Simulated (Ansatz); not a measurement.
**C$_{3}$H$_{11}$PSi: geometry relaxation**

- system: C$_{3}$H$_{11}$PSi
- method: RKS PBE0-D4/def2-TZVP (Ansatz 0.2.0)

The geometry: GFN2-xTB start. Figures and captions count atoms from 1; the log counts them from 0 in places.

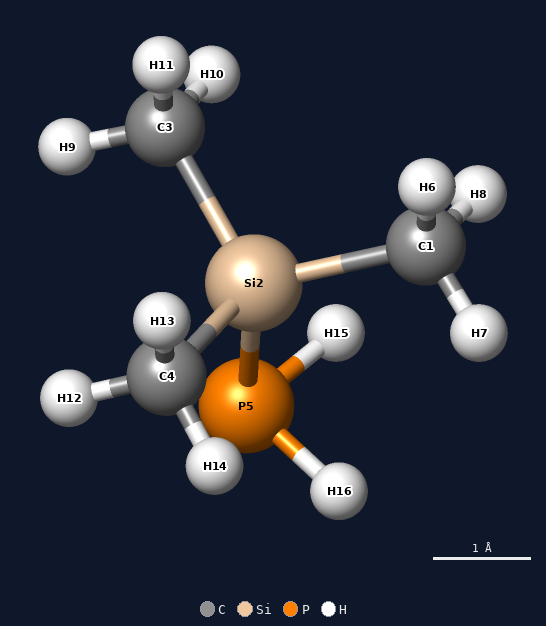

Figure 1. The input geometry (ball-and-stick view, seen at a tilt; atoms are numbered from 1 in the order of the input). Bond lengths as drawn: C–H 1.09 Å, C–Si 1.91 to 1.92 Å, H–P 1.38 Å and P–Si 2.27 Å.

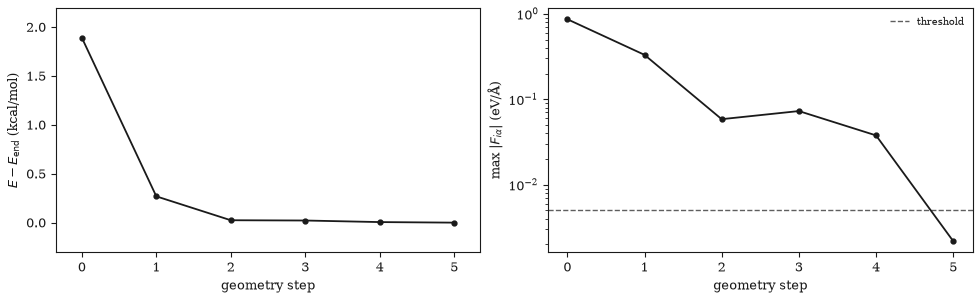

Figure 2. Progress of the relaxation, step by step (the first geometry is step 0 here and step 1 in the log).

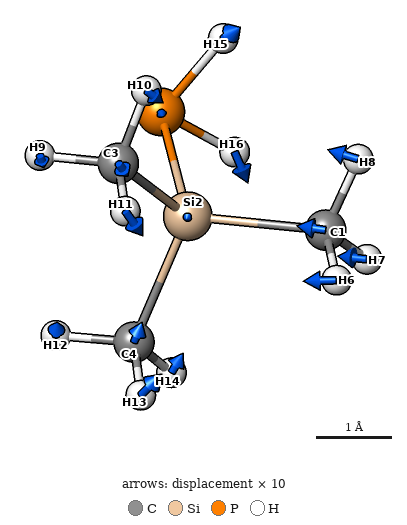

Figure 3. The starting structure with the displacements as blue arrows, magnified 10 times (ball-and-stick view, seen at a tilt). The two geometries are laid on each other by the best rigid fit. The largest move after the best rigid fit is that of H16, 0.049 Å. Largest moves by element: H 0.049 Å, C 0.042 Å, P 0.011 Å, Si 0.009 Å. Among the contacts that change: C1–Si2 1.916 → 1.874 Å, P5–H15 1.384 → 1.422 Å, Si2–C3 1.910 → 1.874 Å, C1–H6 1.086 → 1.094 Å. The energy falls by 1.89 kcal/mol in 5 geometry steps. The largest force component goes from 0.86 to 0.0022 eV/Å. (Atoms are counted from 1 in the order of the input.)

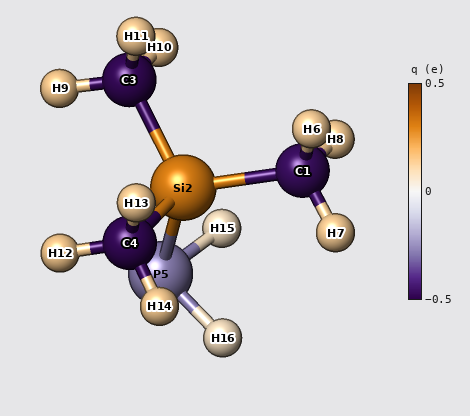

Figure 4. Mulliken charges, as the colour of each atom (ball-and-stick view, seen at a tilt; atoms are numbered from 1 in the order of the input; Mulliken charges depend strongly on the basis). By element: C −0.48 to −0.46, Si +0.30, P −0.27 and H +0.08 to +0.14 e.

These pictures come from the run below.

Input file
```yaml
crystal:
  periodic: [false, false, false]
  atoms:
    - {symbol: C, position_ang: [-0.523510, 0.793310, -1.526980]}
    - {symbol: Si, position_ang: [-0.017420, -0.036710, 0.124370]}
    - {symbol: C, position_ang: [1.588630, 0.759830, 0.782050]}
    - {symbol: C, position_ang: [0.235470, -1.910320, -0.143600]}
    - {symbol: P, position_ang: [-1.588970, 0.201720, 1.743230]}
    - {symbol: H, position_ang: [0.245020, 0.667800, -2.283610]}
    - {symbol: H, position_ang: [-1.442800, 0.364770, -1.916450]}
    - {symbol: H, position_ang: [-0.687670, 1.859350, -1.396790]}
    - {symbol: H, position_ang: [1.893220, 0.296240, 1.715770]}
    - {symbol: H, position_ang: [1.455780, 1.820880, 0.971790]}
    - {symbol: H, position_ang: [2.403880, 0.648610, 0.074620]}
    - {symbol: H, position_ang: [0.519520, -2.396280, 0.785060]}
    - {symbol: H, position_ang: [1.016050, -2.103780, -0.872300]}
    - {symbol: H, position_ang: [-0.674470, -2.386230, -0.496990]}
    - {symbol: H, position_ang: [-1.774990, 1.554890, 1.521710]}
    - {symbol: H, position_ang: [-2.647740, -0.134070, 0.918120]}
basis:
  gaussian: {orbitals: def2-TZVP}
hamiltonian: {xc: pbe0, dispersion: d4}
relax: {f_tol: 0.005, max_steps: 150}
```

Run as:
```bash
ansatz run in.yaml --threads 4 --pin off --events-out ev --progress --plain --max-ram 11315MiB
```

The program's output
```
Functional definition: PBE0
  name "PBE0"
  cite "Adamo & Barone, J. Chem. Phys. 110, 6158 (1999) doi:10.1063/1.478522"
  cite "Perdew, Burke & Ernzerhof, Phys. Rev. Lett. 77, 3865 (1996) doi:10.1103/PhysRevLett.77.3865"
  parent pbe
  parameter a = 0.25
  parameter kappa = 0.804
  parameter beta = 0.06672455060314922
  exchange = (1 - a)*pbe_x(kappa = kappa, mu = beta*pi^2/3) + a*exact_x
  correlation = pbe_c(beta = beta)
1574 factors; their error is unknown
mean field evaluation 1: about -20435.2567 eV, gradient 7.8e1 eV
mean field evaluation 2: about -20431.5353 eV, gradient 8.1e1 eV
mean field evaluation 4: about -20448.8595 eV, gradient 3.2e0 eV
mean field evaluation 8: about -20448.8892 eV, gradient 3.4e-2 eV
mean field evaluation 16: about -20448.9176 eV, gradient 9.7e-5 eV
mean field -20448.91757129 eV, -751.4838599706 hartree, gradient 2.3e-5 eV, S^2 0.000000; 0 other end points of the search recorded, 0 dependent functions left out
the calculation of the forces begins
reference -20448.91760782 eV, -751.4838613132 hartree; 29, 29 occupied and 204, 204 virtual orbitals, 1574 factors
relax step   1: F+E_penalty+E_count = -20449.24849209 eV  Δ(F+E_penalty+E_count) = +0.000e0 eV  max|allowed force component| = 8.644e-1 eV/Å  Δτ_max = 0.0000 Å  (27 SCF iters, accepted)
these checks for a lower state are left out or cut short: starts, cluster_reference, orbital_swaps, neighbouring_geometries, increment
1574 factors; their error is unknown
mean field -20448.98465355 eV, -751.4863251984 hartree, gradient 9.9e-6 eV, S^2 0.000000; 0 other end points of the search recorded, 0 dependent functions left out
the calculation of the forces begins
reference -20448.98469003 eV, -751.4863265389 hartree; 29, 29 occupied and 204, 204 virtual orbitals, 1574 factors
relax step   2: F+E_penalty+E_count = -20449.31883217 eV  Δ(F+E_penalty+E_count) = -7.034e-2 eV  max|allowed force component| = 3.308e-1 eV/Å  Δτ_max = 0.0401 Å  (30 SCF iters, accepted)
these checks for a lower state are left out or cut short: starts, cluster_reference, orbital_swaps, neighbouring_geometries, increment
1574 factors; their error is unknown
mean field evaluation 32: about -20448.9938 eV, gradient 1.0e-5 eV
mean field -20448.99384562 eV, -751.4866630006 hartree, gradient 1.0e-5 eV, S^2 0.000000; 0 other end points of the search recorded, 0 dependent functions left out
the calculation of the forces begins
reference -20448.99388207 eV, -751.4866643402 hartree; 29, 29 occupied and 204, 204 virtual orbitals, 1574 factors
relax step   3: F+E_penalty+E_count = -20449.32942265 eV  Δ(F+E_penalty+E_count) = -1.059e-2 eV  max|allowed force component| = 5.843e-2 eV/Å  Δτ_max = 0.0295 Å  (30 SCF iters, accepted)
these checks for a lower state are left out or cut short: starts, cluster_reference, orbital_swaps, neighbouring_geometries, increment
1574 factors; their error is unknown
mean field -20448.99423595 eV, -751.4866773449 hartree, gradient 1.0e-5 eV, S^2 0.000000; 0 other end points of the search recorded, 0 dependent functions left out
the calculation of the forces begins
reference -20448.99427240 eV, -751.4866786845 hartree; 29, 29 occupied and 204, 204 virtual orbitals, 1574 factors
relax step   4: F+E_penalty+E_count = -20449.32954338 eV  Δ(F+E_penalty+E_count) = -1.207e-4 eV  max|allowed force component| = 7.271e-2 eV/Å  Δτ_max = 0.0056 Å  (31 SCF iters, accepted)
these checks for a lower state are left out or cut short: starts, cluster_reference, orbital_swaps, neighbouring_geometries, increment
1574 factors; their error is unknown
mean field -20448.99452302 eV, -751.4866878946 hartree, gradient 1.0e-5 eV, S^2 0.000000; 0 other end points of the search recorded, 0 dependent functions left out
the calculation of the forces begins
reference -20448.99455946 eV, -751.4866892338 hartree; 29, 29 occupied and 204, 204 virtual orbitals, 1574 factors
relax step   5: F+E_penalty+E_count = -20449.33024218 eV  Δ(F+E_penalty+E_count) = -6.988e-4 eV  max|allowed force component| = 3.773e-2 eV/Å  Δτ_max = 0.0208 Å  (31 SCF iters, accepted)
these checks for a lower state are left out or cut short: starts, cluster_reference, orbital_swaps, neighbouring_geometries, increment
1574 factors; their error is unknown
mean field -20448.99495489 eV, -751.4867037656 hartree, gradient 1.0e-5 eV, S^2 0.000000; 0 other end points of the search recorded, 0 dependent functions left out
the calculation of the forces begins
reference -20448.99499133 eV, -751.4867051049 hartree; 29, 29 occupied and 204, 204 virtual orbitals, 1574 factors
relax step   6: F+E_penalty+E_count = -20449.33048552 eV  Δ(F+E_penalty+E_count) = -2.433e-4 eV  max|allowed force component| = 2.184e-3 eV/Å  Δτ_max = 0.0098 Å  (31 SCF iters, accepted)
1574 factors; their error is unknown
mean field evaluation 64: about -20448.9948 eV, gradient 3.4e-1 eV
mean field -20448.99495489 eV, -751.4867037656 hartree, gradient 2.4e-5 eV, S^2 0.000000; 1 other end points of the search recorded, 0 dependent functions left out
the calculation of the forces begins
reference -20448.99499133 eV, -751.4867051049 hartree; 29, 29 occupied and 204, 204 virtual orbitals, 1574 factors
Total energy: -20449.33052197 eV, -751.4990356282 hartree
Atom 0 at    -0.512174     0.777150    -1.490195 Å, force    -0.000522    -0.000176     0.000847 eV/Å
Atom 1 at    -0.009004    -0.037476     0.120799 Å, force     0.000509    -0.000455    -0.001767 eV/Å
Atom 2 at     1.567760     0.742072     0.767454 Å, force    -0.002065     0.000438     0.001009 eV/Å
Atom 3 at     0.236839    -1.876800    -0.140626 Å, force    -0.000024    -0.000362    -0.001776 eV/Å
Atom 4 at    -1.582666     0.200276     1.734325 Å, force     0.001237    -0.001276    -0.001872 eV/Å
Atom 5 at     0.266009     0.645749    -2.248396 Å, force     0.001265    -0.000319     0.000028 eV/Å
Atom 6 at    -1.437365     0.344039    -1.877681 Å, force    -0.001316     0.000024     0.000080 eV/Å
Atom 7 at    -0.674097     1.849172    -1.355008 Å, force    -0.000536     0.000595     0.000276 eV/Å
Atom 8 at     1.881175     0.278469     1.705835 Å, force     0.000356    -0.000410     0.000716 eV/Å
Atom 9 at     1.436605     1.811996     0.947783 Å, force     0.000263     0.000221    -0.000177 eV/Å
Atom 10 at     2.378941     0.621900     0.043462 Å, force     0.001033     0.000344     0.000455 eV/Å
Atom 11 at     0.534729    -2.370799     0.787240 Å, force     0.000020    -0.000206     0.001007 eV/Å
Atom 12 at     1.017590    -2.056989    -0.885308 Å, force     0.000923    -0.000758    -0.000441 eV/Å
Atom 13 at    -0.680211    -2.353186    -0.496320 Å, force    -0.000744    -0.000362     0.000118 eV/Å
Atom 14 at    -1.762716     1.591239     1.502611 Å, force    -0.001191     0.002184    -0.000534 eV/Å
Atom 15 at    -2.661414    -0.166803     0.884025 Å, force     0.000793     0.000516     0.002030 eV/Å
Dipole moment:     0.148469     0.022795    -0.280377 e Å
```

Trajectory as extended XYZ (Å, eV, eV/Å), 6 frames, from step=1 to step=6
```
16
Properties=species:S:1:pos:R:3:forces:R:3 step=1 energy=-20449.24849
C    -0.5235    0.7933   -1.5270    0.1248  -0.3111   0.6998
Si   -0.0174   -0.0367    0.1244    0.3975  -0.0137  -0.4960
C     1.5886    0.7598    0.7821   -0.6439  -0.3111  -0.1636
C     0.2355   -1.9103   -0.1436   -0.1363   0.7011   0.1803
P    -1.5890    0.2017    1.7432    0.7410  -0.5814   0.5349
H     0.2450    0.6678   -2.2836    0.2478  -0.0777  -0.1345
H    -1.4428    0.3648   -1.9164   -0.1856  -0.1231  -0.0225
H    -0.6877    1.8594   -1.3968   -0.0193   0.2039   0.0916
H     1.8932    0.2962    1.7158    0.0353  -0.1311   0.1959
H     1.4558    1.8209    0.9718   -0.0820   0.2271   0.0077
H     2.4039    0.6486    0.0746    0.1601  -0.0588  -0.2314
H     0.5195   -2.3963    0.7851    0.0681  -0.0674   0.2218
H     1.0160   -2.1038   -0.8723    0.2005   0.0266  -0.1978
H    -0.6745   -2.3862   -0.4970   -0.2208  -0.0486  -0.0891
H    -1.7750    1.5549    1.5217   -0.0391   0.8644  -0.0946
H    -2.6477   -0.1341    0.9181   -0.6481  -0.2992  -0.5025
16
Properties=species:S:1:pos:R:3:forces:R:3 step=2 energy=-20449.31883
C    -0.5183    0.7850   -1.5082    0.0755  -0.1512   0.3308
Si   -0.0123   -0.0355    0.1189    0.1738  -0.0415  -0.1999
C     1.5756    0.7493    0.7739   -0.3032  -0.1326  -0.0783
C     0.2358   -1.8894   -0.1411   -0.0599   0.3240   0.0689
P    -1.5830    0.1992    1.7317    0.2945  -0.2210   0.2455
H     0.2609    0.6522   -2.2613    0.0522  -0.0062  -0.0559
H    -1.4420    0.3492   -1.8918   -0.0377  -0.0155  -0.0188
H    -0.6801    1.8549   -1.3689   -0.0076   0.0465  -0.0004
H     1.8795    0.2815    1.7116    0.0222  -0.0191   0.0399
H     1.4366    1.8158    0.9572    0.0070   0.0596   0.0053
H     2.3868    0.6311    0.0540    0.0593  -0.0041  -0.0526
H     0.5251   -2.3749    0.7921    0.0185  -0.0284   0.0380
H     1.0193   -2.0709   -0.8784    0.0534  -0.0208  -0.0563
H    -0.6818   -2.3601   -0.4973   -0.0421  -0.0329  -0.0268
H    -1.7471    1.5796    1.5113   -0.0741   0.2882  -0.0554
H    -2.6549   -0.1669    0.8963   -0.2318  -0.0450  -0.1839
16
Properties=species:S:1:pos:R:3:forces:R:3 step=3 energy=-20449.32942
C    -0.5114    0.7736   -1.4904    0.0056  -0.0170   0.0312
Si   -0.0089   -0.0416    0.1206    0.0261   0.0584  -0.0507
C     1.5662    0.7418    0.7673   -0.0297  -0.0219  -0.0005
C     0.2410   -1.8803   -0.1455   -0.0316   0.0336   0.0423
P    -1.5799    0.2076    1.7324   -0.0472  -0.0284   0.0391
H     0.2689    0.6418   -2.2463   -0.0105   0.0078  -0.0113
H    -1.4363    0.3377   -1.8752    0.0012   0.0122  -0.0171
H    -0.6740    1.8450   -1.3511   -0.0030  -0.0015  -0.0164
H     1.8772    0.2755    1.7052    0.0183   0.0130  -0.0005
H     1.4294    1.8109    0.9487    0.0118  -0.0055   0.0022
H     2.3764    0.6236    0.0421    0.0105   0.0050   0.0098
H     0.5381   -2.3713    0.7842    0.0016  -0.0205  -0.0135
H     1.0227   -2.0571   -0.8900   -0.0035   0.0003   0.0049
H    -0.6770   -2.3547   -0.5014    0.0113  -0.0135   0.0006
H    -1.7687    1.5996    1.5136    0.0413  -0.0038  -0.0205
H    -2.6637   -0.1522    0.8861   -0.0020  -0.0184   0.0005
16
Properties=species:S:1:pos:R:3:forces:R:3 step=4 energy=-20449.32954
C    -0.5115    0.7742   -1.4920    0.0106  -0.0116   0.0124
Si   -0.0052   -0.0416    0.1164   -0.0727   0.0535   0.0704
C     1.5669    0.7420    0.7677   -0.0049  -0.0146  -0.0125
C     0.2406   -1.8805   -0.1448   -0.0112   0.0188   0.0172
P    -1.5830    0.2064    1.7355    0.0466  -0.0420  -0.0386
H     0.2667    0.6443   -2.2505   -0.0116   0.0074  -0.0069
H    -1.4370    0.3384   -1.8756    0.0013   0.0103  -0.0132
H    -0.6746    1.8453   -1.3515   -0.0029  -0.0008  -0.0145
H     1.8771    0.2761    1.7061    0.0108   0.0095  -0.0015
H     1.4291    1.8109    0.9491    0.0092  -0.0043   0.0022
H     2.3793    0.6252    0.0446    0.0092   0.0062   0.0112
H     0.5374   -2.3714    0.7851   -0.0002  -0.0129  -0.0097
H     1.0221   -2.0601   -0.8890   -0.0047  -0.0038   0.0053
H    -0.6777   -2.3545   -0.5004    0.0082  -0.0098   0.0012
H    -1.7664    1.5981    1.5134    0.0273   0.0097  -0.0179
H    -2.6638   -0.1527    0.8860   -0.0149  -0.0156  -0.0051
16
Properties=species:S:1:pos:R:3:forces:R:3 step=5 energy=-20449.33024
C    -0.5115    0.7769   -1.4914   -0.0037   0.0007   0.0083
Si   -0.0087   -0.0368    0.1196   -0.0021  -0.0290  -0.0041
C     1.5672    0.7428    0.7673   -0.0087   0.0013   0.0053
C     0.2358   -1.8759   -0.1403    0.0116   0.0008  -0.0107
P    -1.5807    0.1956    1.7336   -0.0142   0.0377  -0.0043
H     0.2671    0.6456   -2.2492   -0.0036   0.0026   0.0001
H    -1.4368    0.3428   -1.8776    0.0008   0.0041  -0.0051
H    -0.6739    1.8487   -1.3547   -0.0013   0.0020  -0.0085
H     1.8788    0.2781    1.7059    0.0045   0.0044  -0.0013
H     1.4337    1.8123    0.9482    0.0075   0.0001   0.0018
H     2.3792    0.6238    0.0440   -0.0011   0.0012   0.0032
H     0.5328   -2.3688    0.7885   -0.0004  -0.0027  -0.0041
H     1.0172   -2.0556   -0.8845   -0.0004  -0.0120   0.0006
H    -0.6816   -2.3513   -0.4965    0.0034  -0.0027   0.0007
H    -1.7538    1.5881    1.5003   -0.0120  -0.0117   0.0155
H    -2.6649   -0.1664    0.8869    0.0196   0.0031   0.0026
16
Properties=species:S:1:pos:R:3:forces:R:3 step=6 energy=-20449.33049
C    -0.5122    0.7772   -1.4902   -0.0005  -0.0002   0.0008
Si   -0.0090   -0.0375    0.1208    0.0005  -0.0005  -0.0018
C     1.5678    0.7421    0.7675   -0.0021   0.0004   0.0010
C     0.2368   -1.8768   -0.1406    0.0000  -0.0004  -0.0018
P    -1.5827    0.2003    1.7343    0.0012  -0.0013  -0.0019
H     0.2660    0.6457   -2.2484    0.0013  -0.0003   0.0000
H    -1.4374    0.3440   -1.8777   -0.0013   0.0000   0.0001
H    -0.6741    1.8492   -1.3550   -0.0005   0.0006   0.0003
H     1.8812    0.2785    1.7058    0.0004  -0.0004   0.0007
H     1.4366    1.8120    0.9478    0.0003   0.0002  -0.0002
H     2.3789    0.6219    0.0435    0.0010   0.0003   0.0005
H     0.5347   -2.3708    0.7872    0.0000  -0.0002   0.0010
H     1.0176   -2.0570   -0.8853    0.0009  -0.0008  -0.0004
H    -0.6802   -2.3532   -0.4963   -0.0007  -0.0004   0.0001
H    -1.7627    1.5912    1.5026   -0.0012   0.0022  -0.0005
H    -2.6614   -0.1668    0.8840    0.0008   0.0005   0.0020
```

Summary

```csv
quantity,value
outcome,converged
total energy,−20449.3305 eV
mean-field energy,−20448.9950 eV
dispersion energy,−0.3355 eV
SCF solution under orbital rotations,stable
largest force (length of the vector) at the end,0.003 eV/Å
dipole moment,1.53 D
hardware,"4 threads of Arm Neoverse V2, 23 GiB of memory available, shared host"
wall time,27 s (CPU time 1.7 min)
peak memory,0.74 GiB
```
